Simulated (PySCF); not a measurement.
**What a change does: NMR shielding calculation on C7H13BO2**

System: C7H13BO2, SMILES C=C[C@@H]1CC[C@H](B(O)O)C1.
Method of run 1: GIAO PBE0/pcSseg-1 NMR shielding, non-relativistic, gas phase (PySCF 2.14.0).

The geometry comes from this level: PBE0-D3(BJ)/def2-SVP. Text and figures count atoms from 1; the logs count them from 0 in places.

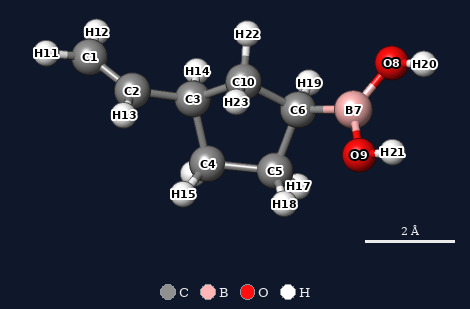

Fig. 1: The structure (ball-and-stick view, seen at a tilt; atoms are numbered from 1 in the order of the input).

## Input, run 1
```
{"job": {"kind": "nmr", "xc": "PBE0", "basis": "pcSseg-1"}, "charge": 0, "multiplicity": 1}
C      3.647714     0.758146    -0.530373
C      2.377533     0.689804    -0.931982
C      1.287907    -0.069251    -0.250112
C      0.645481    -1.169199    -1.122678
C     -0.829186    -1.271355    -0.671749
C     -0.999421    -0.262075     0.478195
B     -2.418416     0.400979     0.626709
O     -2.837395     0.768786     1.874331
O     -3.151977     0.622913    -0.504807
C      0.085543     0.783285     0.173867
H      4.395029     1.334598    -1.081936
H      3.986368     0.236285     0.370824
H      2.077958     1.226907    -1.843166
H      1.700625    -0.536047     0.661407
H      0.707601    -0.884529    -2.185848
H      1.194468    -2.117649    -1.026254
H     -1.105932    -2.290434    -0.361418
H     -1.500641    -1.005364    -1.502087
H     -0.731247    -0.741679     1.435422
H     -3.691902     1.209051     1.907527
H     -3.990707     1.073937    -0.372597
H      0.311251     1.447549     1.022001
H     -0.228532     1.422178    -0.672373
```

The first line tells a small driver script what to run in PySCF; the rest is the geometry in Å.

Hardware: 1 CPU thread, shared host.

## Output (run 1)
```
coarse grid: 18920 points
cycle   1  E = -449.1426909830  dE =  1.288e+00  |g| = 9.139e-01  |ddm| = 4.224e+00
cycle   2  E = -449.0427503641  dE =  9.994e-02  |g| = 1.199e+00  |ddm| = 1.531e+00
cycle   3  E = -449.3066053085  dE = -2.639e-01  |g| = 7.810e-02  |ddm| = 8.828e-01
cycle   4  E = -449.3076807070  dE = -1.075e-03  |g| = 3.186e-02  |ddm| = 7.980e-02
cycle   5  E = -449.3079036608  dE = -2.230e-04  |g| = 1.016e-02  |ddm| = 3.065e-02
cycle   6  E = -449.3079247195  dE = -2.106e-05  |g| = 3.895e-03  |ddm| = 1.033e-02
cycle   7  E = -449.3079284304  dE = -3.711e-06  |g| = 7.468e-04  |ddm| = 3.706e-03
final grid: 181920 points
cycle   8  E = -449.3856959497  dE = -5.751e-05  |g| = 1.096e-02  |ddm| = 3.846e-02
cycle   9  E = -449.3856747179  dE =  2.123e-05  |g| = 1.476e-02  |ddm| = 2.179e-02
cycle  10  E = -449.3857243728  dE = -4.965e-05  |g| = 1.448e-03  |ddm| = 1.266e-02
cycle  11  E = -449.3857248576  dE = -4.848e-07  |g| = 3.697e-04  |ddm| = 1.376e-03
cycle  12  E = -449.3857248857  dE = -2.808e-08  |g| = 1.663e-04  |ddm| = 3.831e-04
cycle  13  E = -449.3857248922  dE = -6.504e-09  |g| = 2.590e-05  |ddm| = 1.527e-04
cycle  14  E = -449.3857248924  dE = -1.423e-10  |g| = 5.686e-06  |ddm| = 2.910e-05
converged SCF energy = -449.3857248924

GIAO shielding tensors (ppm)
atom      isotropic    diamagn.    paramagn.     s11        s22        s33       span
  0 C       63.684     252.781    -189.097    -49.336     86.980    153.408    202.743
  1 C       31.285     253.778    -222.493    -90.910     44.937    139.829    230.739
  2 C      131.532     247.380    -115.847    108.137    130.170    156.289     48.152
  3 C      149.772     248.161     -98.389    117.315    156.562    175.439     58.124
  4 C      155.545     248.327     -92.782    124.211    166.696    175.729     51.518
  5 C      155.769     253.587     -97.818    133.794    164.760    168.754     34.959
  6 B       69.491     196.226    -126.735     46.526     70.125     91.820     45.294
  7 O      210.691     383.164    -172.473    124.704    247.036    260.332    135.628
  8 O      216.042     385.120    -169.078    129.893    253.033    265.199    135.306
  9 C      142.053     249.448    -107.396    114.130    147.976    164.053     49.923
 10 H       26.133      26.808      -0.675     22.916     24.860     30.622      7.706
 11 H       25.975      30.867      -4.892     22.265     25.040     30.620      8.354
 12 H       25.441      30.650      -5.209     22.609     24.251     29.464      6.855
 13 H       29.100      34.495      -5.395     26.343     26.683     34.275      7.932
 14 H       29.995      31.430      -1.435     25.142     29.074     35.770     10.628
 15 H       29.547      30.719      -1.172     24.855     27.883     35.904     11.049
 16 H       29.685      30.391      -0.707     24.538     27.851     36.665     12.127
 17 H       29.396      31.273      -1.876     23.701     29.130     35.358     11.657
 18 H       30.121      33.905      -3.784     26.382     27.999     35.982      9.599
 19 H       28.419      28.766      -0.347     22.789     23.437     39.031     16.242
 20 H       28.566      29.200      -0.634     23.084     23.414     39.199     16.115
 21 H       29.698      32.819      -3.121     24.870     28.941     35.283     10.413
 22 H       30.276      33.389      -3.113     25.686     30.542     34.599      8.913
```

For run 2 the input was changed thus:
```diff
-"xc": "PBE0"
+"xc": "B97-2"
+"pop": false
```

Predict how the results change.

The total energies belong to different methods, so their difference says nothing on which is more stable or more accurate. The HOMO goes from −7.09 to −6.83 eV. Of all shieldings, the largest change is that of C2, by +2.9 ppm. The functional changes from PBE0 to B97-2. The number of SCF iterations is the same.

## Output (run 2)
```
coarse grid: 18920 points
cycle   1  E = -449.5023401433  dE =  1.233e+00  |g| = 9.543e-01  |ddm| = 4.246e+00
cycle   2  E = -449.3738435727  dE =  1.285e-01  |g| = 1.282e+00  |ddm| = 1.628e+00
cycle   3  E = -449.6810308060  dE = -3.072e-01  |g| = 8.149e-02  |ddm| = 9.636e-01
cycle   4  E = -449.6822247808  dE = -1.194e-03  |g| = 3.384e-02  |ddm| = 8.568e-02
cycle   5  E = -449.6824747492  dE = -2.500e-04  |g| = 1.143e-02  |ddm| = 3.306e-02
cycle   6  E = -449.6825021164  dE = -2.737e-05  |g| = 4.412e-03  |ddm| = 1.181e-02
cycle   7  E = -449.6825069679  dE = -4.851e-06  |g| = 8.733e-04  |ddm| = 4.334e-03
final grid: 181920 points
cycle   8  E = -449.7521786816  dE = -9.989e-05  |g| = 4.515e-03  |ddm| = 4.171e-02
cycle   9  E = -449.7521749485  dE =  3.733e-06  |g| = 6.401e-03  |ddm| = 8.536e-03
cycle  10  E = -449.7521828337  dE = -7.885e-06  |g| = 4.294e-04  |ddm| = 4.458e-03
cycle  11  E = -449.7521828369  dE = -3.149e-09  |g| = 4.117e-04  |ddm| = 6.858e-04
cycle  12  E = -449.7521828792  dE = -4.235e-08  |g| = 8.046e-05  |ddm| = 3.692e-04
cycle  13  E = -449.7521828808  dE = -1.584e-09  |g| = 1.242e-05  |ddm| = 9.024e-05
cycle  14  E = -449.7521828808  dE = -3.104e-11  |g| = 3.747e-06  |ddm| = 1.496e-05
converged SCF energy = -449.7521828808

GIAO shielding tensors (ppm)
atom      isotropic    diamagn.    paramagn.     s11        s22        s33       span
  0 C       66.126     252.638    -186.511    -43.763     89.379    152.763    196.526
  1 C       34.228     253.797    -219.569    -84.914     48.031    139.567    224.481
  2 C      131.477     247.691    -116.214    108.532    130.453    155.447     46.915
  3 C      149.004     248.419     -99.416    117.368    155.399    174.243     56.875
  4 C      154.565     248.609     -94.045    123.981    165.226    174.487     50.506
  5 C      155.396     253.533     -98.137    134.054    164.351    167.784     33.730
  6 B       71.507     196.425    -124.918     49.845     72.649     92.028     42.183
  7 O      213.451     383.568    -170.117    131.270    246.667    262.416    131.147
  8 O      218.554     385.543    -166.988    136.389    253.052    266.222    129.832
  9 C      141.679     249.783    -108.104    114.278    147.349    163.409     49.132
 10 H       26.305      26.869      -0.565     23.131     25.024     30.759      7.628
 11 H       26.156      31.058      -4.901     22.531     25.205     30.733      8.202
 12 H       25.610      30.868      -5.259     22.844     24.435     29.550      6.706
 13 H       29.223      34.765      -5.542     26.492     26.867     34.310      7.818
 14 H       30.093      31.574      -1.480     25.318     29.205     35.757     10.439
 15 H       29.660      30.800      -1.140     25.045     28.038     35.897     10.852
 16 H       29.794      30.486      -0.692     24.731     28.014     36.636     11.904
 17 H       29.499      31.440      -1.941     23.878     29.280     35.341     11.462
 18 H       30.252      34.102      -3.850     26.565     28.181     36.009      9.444
 19 H       28.608      28.894      -0.286     22.979     23.642     39.202     16.223
 20 H       28.759      29.338      -0.579     23.279     23.627     39.371     16.092
 21 H       29.807      33.027      -3.220     25.050     29.087     35.283     10.232
 22 H       30.371      33.689      -3.318     25.840     30.663     34.611      8.772
```

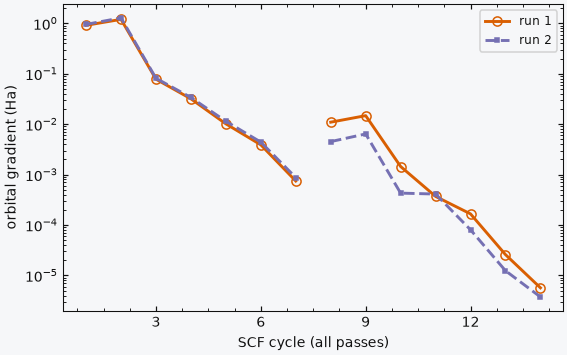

Fig. 2: Convergence of the two runs: orbital gradient against the SCF cycle. A break in a curve parts two SCF passes (coarse and final grid). Run 1 takes 14 cycles in all, and run 2 takes 14.

## The two runs side by side

| quantity | run 1 | run 2 |
| --- | --- | --- |
| outcome | converged | converged |
| total energy (hartree) | −449.385725 | −449.752183 |
| HOMO (eV) | −7.09 | −6.83 |
| LUMO (eV) | 0.55 | 0.50 |
| dipole moment (D) | 2.97 | 2.94 |
| shielding of C1 (ppm) | 63.7 | 66.1 |
| shielding of C2 (ppm) | 31.3 | 34.2 |
| shielding of C4 (ppm) | 149.8 | 149.0 |
| shielding of C5 (ppm) | 155.5 | 154.6 |
| shielding of B7 (ppm) | 69.5 | 71.5 |
| shielding of O8 (ppm) | 210.7 | 213.5 |
| shielding of O9 (ppm) | 216.0 | 218.6 |
| SCF iterations | 14 | 14 |
| basis functions | 235 | 235 |
| wall time (shared host) | 42 s | 41 s |
